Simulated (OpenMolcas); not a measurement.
# CH5Si (SMILES C[SiH2]), step by step

Aim: the energy (ROHF/ANO-R0), then a single-point energy (CASSCF(3,3)/ANO-R1), then an energy scan (CASPT2(3,3)/ANO-R1), then an energy scan (SC-NEVPT2(3,3)/ANO-R1), then an energy scan (MC-PDFT[tPBE](3,3)/ANO-R1) of CH5Si. 

Program for the calculation: OpenMolcas 26.06.

### 1 The molecule

CH5Si has 7 atoms, charge 0, and is taken as a doublet. SMILES: `C[SiH2]`. The shape is that of a PBE0-D4/def2-TZVP optimisation.

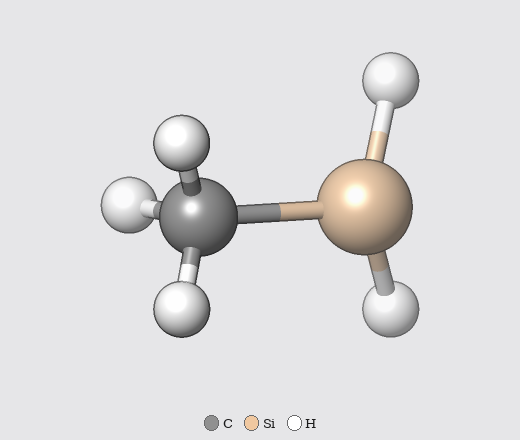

The structure, seen from a chosen angle (carbon grey, silicon light orange, hydrogen white).

### 2 The energy at ROHF/ANO-R0 (sfX2C) (run 1)

File coord.xyz:

```xyz
7

C     -0.122600    -0.803200     0.095200
Si     0.176200     1.034800     0.314000
H     -0.204800    -1.054900    -0.966600
H      0.699200    -1.383300     0.519500
H     -1.047100    -1.107700     0.589500
H     -0.951500     1.846400    -0.225700
H      1.450600     1.468000    -0.326000
```

File step1.input:

```
&GATEWAY
COORD = coord.xyz
BASIS = ANO-R0
GROUP = NoSym
&SEWARD
&SCF
UHF
SPIN = 2
PRORBITALS = 0
&RASSCF
FILEORB = $Project.UnaOrb
SPIN = 2
NACTEL = 1 0 0
INACTIVE = 12
RAS2 = 1
OUTORBITALS = Canonical
ORBLISTING = Nothing
```

Launch:

```bash
$ export MOLCAS_MEM=1860
$ pymolcas step1.input > step1.log
```

Standard output:

```text
--- Start Module: gateway ---
[...]
--- Stop Module: gateway /rc=_RC_ALL_IS_WELL_ ---
[...]
      Basis functions           19
[...]
--- Start Module: scf ---
[...]
       Convergence after  12 Iterations
[...]
::    Total SCF energy                               -329.8389222356
[...]
      Total spin, S                                     0.5020259350
[...]
--- Stop Module: scf /rc=_RC_ALL_IS_WELL_ ---
[...]
--- Start Module: rasscf ---
[...]
      Number of active orbitals                  1
[...]
      Spin quantum number                      0.5
[...]
      Active orbitals                            1
[...]
      Number of CSFs                             1
[...]
      Number of root(s) required                 1
[...]
      Convergence after  7 iterations
[...]
      printout of CI-coefficients larger than  0.05 for root  1
      energy=    -329.838346
      conf/sym  1     Coeff  Weight
             1  u   1.00000 1.00000
      Natural orbitals and occupation numbers for root  1
      sym 1:   1.000000
      ************************************************************************************************************************
      *                                                    Final results                                                     *
[...]
::    RASSCF root number  1 Total energy:   -329.83834612
[...]
      Total electronic charge=   25.000000
      Total            charge=   -0.000000
[...]
      Dipole Moment (debye):
      Origin of the operator (angstrom)=    0.0756    0.4238    0.2114
                   X= -1.3922E-01               Y= -1.1100E+00               Z=  8.4967E-01           Total=  1.4047E+00
      Quadrupole Moment (debye*angstrom):
[...]
--- Stop Module: rasscf /rc=_RC_ALL_IS_WELL_ ---
[...]
```

It took 5.7 s on 1 thread of AMD EPYC 7R43 (Zen 3), shared host; peak memory 0.37 GiB.

### 3 The energy at CASSCF(3,3)/ANO-R1 (sfX2C) (run 2)

coord.xyz is that of step 2.

File step2.input:

```
&gateway
  coord=coord.xyz
  basis=ANO-R0
  group=NoSym

&seward

&rasscf
  fileorb=$CurrDir/step1.RasOrb
  alter=2
  1 10 12
  1 14 18
  spin=2
  nactel=3 0 0
  inactive=11
  ras2=3
  orblisting=Nothing
>>> COPY $Project.RunFile RUNFIL1
>>> COPY $Project.RasOrb INPORB

&gateway
  coord=coord.xyz
  basis=ANO-R1
  group=NoSym

&seward
>>> COPY $Project.RunFile RUNFIL2

&expbas

&rasscf
  fileorb=$Project.ExpOrb
  spin=2
  nactel=3 0 0
  inactive=11
  ras2=3
  orblisting=Nothing
  orbappear=Compact
```

Launch:

```bash
$ export MOLCAS_MEM=1860
$ pymolcas step2.input > step2.log
```

Standard output:

```text
--- Start Module: gateway ---
[...]
--- Stop Module: gateway /rc=_RC_ALL_IS_WELL_ ---
[...]
      Basis functions           19
[...]
      Number of active orbitals                  3
[...]
      Spin quantum number                      0.5
[...]
      Active orbitals                            3
[...]
      Number of CSFs                             8
[...]
      Number of root(s) required                 1
[...]
      Convergence after 16 iterations
[...]
      printout of CI-coefficients larger than  0.05 for root  1
      energy=    -329.849186
      conf/sym  111     Coeff  Weight
             1  2u0   0.99561 0.99124
             8  0u2   0.09197 0.00846
      Natural orbitals and occupation numbers for root  1
      sym 1:   1.982775   0.999761   0.017464
      ************************************************************************************************************************
      *                                                    Final results                                                     *
[...]
::    RASSCF root number  1 Total energy:   -329.84918638
[...]
      Basis functions           57
[...]
--- Start Module: expbas ---
[...]
--- Stop Module: expbas /rc=_RC_ALL_IS_WELL_ ---
--- Start Module: rasscf ---
[...]
      Convergence after 17 iterations
[...]
      Natural orbitals and occupation numbers for root  1
      sym 1:   1.983291   0.999881   0.016828
      ************************************************************************************************************************
      *                                                    Final results                                                     *
[...]
::    RASSCF root number  1 Total energy:   -330.32557424
[...]
      Total electronic charge=   25.000000
      Total            charge=   -0.000000
[...]
      Dipole Moment (debye):
      Origin of the operator (angstrom)=    0.0756    0.4238    0.2114
                   X= -1.1498E-01               Y= -7.3569E-01               Z=  1.3912E-02           Total=  7.4475E-01
      Quadrupole Moment (debye*angstrom):
[...]
--- Stop Module: rasscf /rc=_RC_ALL_IS_WELL_ ---
[...]
```

Wall time 17 s (1 thread of AMD EPYC 7R43 (Zen 3), shared host); peak memory 0.4 GiB.

### 4 An energy scan at CASPT2(3,3)/ANO-R1 (sfX2C, ipea shift 0.25 Eh, pt2 variant SS) (run 3)

File step3.inp:

```
>>> EXPORT MOLCAS_PRINT=2
>>> COPY $CurrDir/step2.RasOrb $Project.RasOrb
>>> ForEach K in (1, 2, 3, 4, 5, 6, 7, 8, 9)

&GATEWAY
 Coord=$CurrDir/point$K.xyz
 Basis=ANO-R1
 Group=NoSym

&SEWARD

&RASSCF
 FileOrb=$Project.RasOrb
 Spin=2
 Nactel=3 0 0
 Inactive=11
 Ras2=3
 OrbListing=Nothing
 OrbAppear=Compact

&CASPT2
 Imaginary=0.2
 Frozen=6
>>> EndDo
```

Launch:

```bash
$ export MOLCAS_MEM=1860
$ pymolcas step3.inp > step3.log
```

Standard output:

```text
[...]
      Basis functions           57
[...]
      Number of active orbitals                  3
[...]
      Spin quantum number                      0.5
[...]
      Active orbitals                            3
[...]
      Number of CSFs                             8
[...]
      Number of root(s) required                 1
[...]
      Convergence after 11 iterations
[...]
      printout of CI-coefficients larger than  0.05 for root  1
      energy=    -330.314510
      conf/sym  111     Coeff  Weight
             1  2u0   0.99706 0.99412
             8  0u2   0.07567 0.00573
      Natural orbitals and occupation numbers for root  1
      sym 1:   1.988367   0.999920   0.011713
      ************************************************************************************************************************
      *                                                    Final results                                                     *
[...]
::    RASSCF root number  1 Total energy:   -330.31450985
[...]
      E2 (Variational):          -0.2268352287
[...]
::    CASPT2 Root  1     Total energy:   -330.54134507
[...]
      Convergence after 12 iterations
[...]
      Natural orbitals and occupation numbers for root  1
      sym 1:   1.983308   0.999882   0.016811
      ************************************************************************************************************************
      *                                                    Final results                                                     *
[...]
      Convergence after 14 iterations
[...]
      Natural orbitals and occupation numbers for root  1
      sym 1:   1.854322   1.000470   0.145208
      ************************************************************************************************************************
      *                                                    Final results                                                     *
[...]
      Convergence after 12 iterations
[...]
      Natural orbitals and occupation numbers for root  1
      sym 1:   1.732455   1.000765   0.266780
      ************************************************************************************************************************
      *                                                    Final results                                                     *
[...]
      Convergence after 12 iterations
[...]
::    RASSCF root number  1 Total energy:   -330.19898870
[...]
::    CASPT2 Root  1     Total energy:   -330.41719730
[...]
      Convergence after  9 iterations
[...]
::    RASSCF root number  1 Total energy:   -330.20012672
[...]
      E2 (Variational):          -0.2167844721
[...]
::    CASPT2 Root  1     Total energy:   -330.41691119
[...]
```

It took 1.7 min on 1 thread of AMD EPYC 7R43 (Zen 3), shared host; peak memory 0.4 GiB.

The scan, from its lowest point:

```
H3–C1 (Å)  energy (kJ/mol)
    0.985             27.3
    1.094              0.0
    1.204             13.2
    1.368             68.1
    1.587            159.6
    1.860            259.4
    2.189            330.9
    2.626            353.3
    3.283            354.0
```

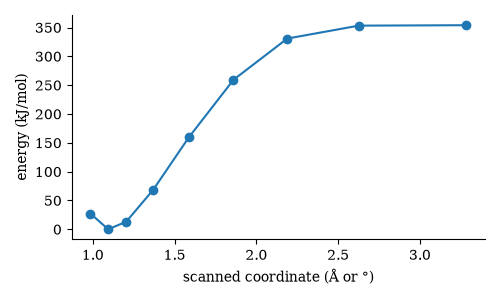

Energy along the scan.

### 5 The energy along one coordinate at SC-NEVPT2(3,3)/ANO-R1 (sfX2C, pt2 variant SC-NEVPT2) (run 4)

File step4.inp:

```
* CH5Si NEVPT2
>>> COPY $CurrDir/step2.RasOrb $Project.RasOrb
>>> ForEach K in (1, 2, 3, 4, 5, 6, 7, 8, 9)
&GATEWAY
Coord
$CurrDir/point$K.xyz
Basis
ANO-R1
Group
NoSym
&SEWARD
&RASSCF
FileOrb
$Project.RasOrb
Spin
2
Nactel
3 0 0
Inactive
11
Ras2
3
OrbListing
Nothing
OrbAppear
Compact
&CASPT2
SC-NEVPT2
Frozen
6
>>> EndDo
```

Launch:

```bash
$ export MOLCAS_MEM=1860
$ pymolcas step4.inp > step4.log
```

Standard output:

```text
[...]
      Basis functions           57
[...]
      Number of active orbitals                  3
[...]
      Spin quantum number                      0.5
[...]
      Active orbitals                            3
[...]
      Number of CSFs                             8
[...]
      Number of root(s) required                 1
[...]
      Convergence after 11 iterations
[...]
      printout of CI-coefficients larger than  0.05 for root  1
      energy=    -330.314510
      conf/sym  111     Coeff  Weight
             1  2u0   0.99706 0.99412
             8  0u2   0.07567 0.00573
      Natural orbitals and occupation numbers for root  1
      sym 1:   1.988367   0.999920   0.011713
      ************************************************************************************************************************
      *                                                    Final results                                                     *
[...]
::    RASSCF root number  1 Total energy:   -330.31450985
[...]
      E2 (Variational):          -0.2232122802
[...]
::    SC-NEVPT2 Root  1     Total energy:   -330.53713261
[...]
      Convergence after 12 iterations
[...]
      Natural orbitals and occupation numbers for root  1
      sym 1:   1.983308   0.999882   0.016811
      ************************************************************************************************************************
      *                                                    Final results                                                     *
[...]
      Convergence after 14 iterations
[...]
      Natural orbitals and occupation numbers for root  1
      sym 1:   1.854322   1.000470   0.145208
      ************************************************************************************************************************
      *                                                    Final results                                                     *
[...]
      Convergence after 12 iterations
[...]
      Natural orbitals and occupation numbers for root  1
      sym 1:   1.732455   1.000765   0.266780
      ************************************************************************************************************************
      *                                                    Final results                                                     *
[...]
      Convergence after 12 iterations
[...]
::    RASSCF root number  1 Total energy:   -330.19898870
[...]
::    SC-NEVPT2 Root  1     Total energy:   -330.41547664
[...]
      Convergence after  9 iterations
[...]
::    RASSCF root number  1 Total energy:   -330.20012672
[...]
      Reference weight:           0.91657
[...]
::    SC-NEVPT2 Root  1     Total energy:   -330.41531070
[...]
```

It took 81 s on 1 thread of AMD EPYC 7R43 (Zen 3), shared host; peak memory 0.4 GiB.

The scan, from its lowest point:

```
H3–C1 (Å)  energy (kJ/mol)
    0.985             28.7
    1.094              0.0
    1.204             12.0
    1.368             65.5
    1.587            156.1
    1.860            255.9
    2.189            327.1
    2.626            348.1
    3.283            348.5
```

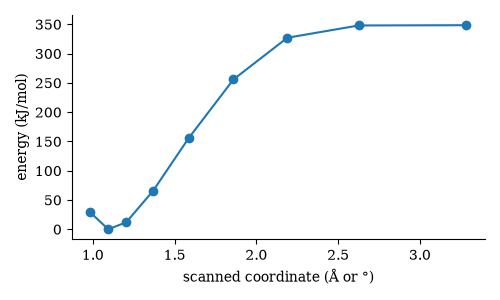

Energy along the scan.

### 6 The energy along one coordinate at MC-PDFT[tPBE](3,3)/ANO-R1 (sfX2C) (run 5)

File step5.inp:

```
>>> COPY $CurrDir/step2.RasOrb $Project.RasOrb
>>> ForEach K in (1, 2, 3, 4, 5, 6, 7, 8, 9)
&GATEWAY
Coord
$CurrDir/point$K.xyz
Basis
ANO-R1
Group
NoSym
&SEWARD
&RASSCF
FileOrb
$Project.RasOrb
Spin
2
Nactel
3 0 0
Inactive
11
Ras2
3
OrbListing
Nothing
OrbAppear
Compact
&MCPDFT
KSDFT
T:PBE
>>> EndDo
```

Launch:

```bash
$ export MOLCAS_MEM=1860
$ pymolcas step5.inp > step5.log
```

Standard output:

```text
[...]
      Basis functions           57
[...]
      Number of active orbitals                  3
[...]
      Spin quantum number                      0.5
[...]
      Active orbitals                            3
[...]
      Number of CSFs                             8
[...]
      Number of root(s) required                 1
[...]
      Convergence after 11 iterations
[...]
      printout of CI-coefficients larger than  0.05 for root  1
      energy=    -330.314510
      conf/sym  111     Coeff  Weight
             1  2u0   0.99706 0.99412
             8  0u2   0.07567 0.00573
      Natural orbitals and occupation numbers for root  1
      sym 1:   1.988367   0.999920   0.011713
      ************************************************************************************************************************
      *                                                    Final results                                                     *
[...]
::    RASSCF root number  1 Total energy:   -330.31450985
[...]
::    MCPDFT root number  1 Total energy:   -330.95339330
[...]
      Convergence after 12 iterations
[...]
      Natural orbitals and occupation numbers for root  1
      sym 1:   1.983308   0.999882   0.016811
      ************************************************************************************************************************
      *                                                    Final results                                                     *
[...]
      Convergence after 14 iterations
[...]
      Natural orbitals and occupation numbers for root  1
      sym 1:   1.854322   1.000470   0.145208
      ************************************************************************************************************************
      *                                                    Final results                                                     *
[...]
      Convergence after 12 iterations
[...]
      Natural orbitals and occupation numbers for root  1
      sym 1:   1.732455   1.000765   0.266780
      ************************************************************************************************************************
      *                                                    Final results                                                     *
[...]
      Convergence after 12 iterations
[...]
::    RASSCF root number  1 Total energy:   -330.19898870
[...]
::    MCPDFT root number  1 Total energy:   -330.82358686
[...]
      Convergence after  9 iterations
[...]
::    RASSCF root number  1 Total energy:   -330.20012672
[...]
      Total electronic charge=   25.000000
      Total            charge=   -0.000000
[...]
::    MCPDFT root number  1 Total energy:   -330.82407151
[...]
```

Wall time 2 min (1 thread of AMD EPYC 7R43 (Zen 3), shared host); peak memory 0.4 GiB.

The scan, from its lowest point:

```
H3–C1 (Å)  energy (kJ/mol)
    0.985             27.4
    1.094              0.0
    1.204             12.8
    1.368             67.3
    1.587            159.7
    1.860            263.8
    2.189            343.4
    2.626            368.2
    3.283            366.9
```

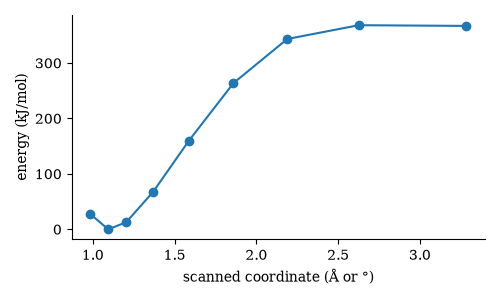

Energy along the scan.

### 7 Results

```
                                                   quantity          value
                           run 1, ROHF/ANO-R0: total energy  -329.83835 Eh
                          run 1, ROHF/ANO-R0: dipole moment         1.40 D
                    run 2, CASSCF(3,3)/ANO-R1: total energy  -330.32557 Eh
  run 2, CASSCF(3,3)/ANO-R1: dipole moment (CASSCF density)         0.74 D
       run 3, CASPT2(3,3)/ANO-R1: lowest energy of the scan  -330.55175 Eh
    run 4, SC-NEVPT2(3,3)/ANO-R1: lowest energy of the scan  -330.54806 Eh
run 5, MC-PDFT[tPBE](3,3)/ANO-R1: lowest energy of the scan  -330.96383 Eh
```

Mulliken charges (run 2, CASSCF(3,3)/ANO-R1) run from -0.23 on C1 to +0.07 on H4.
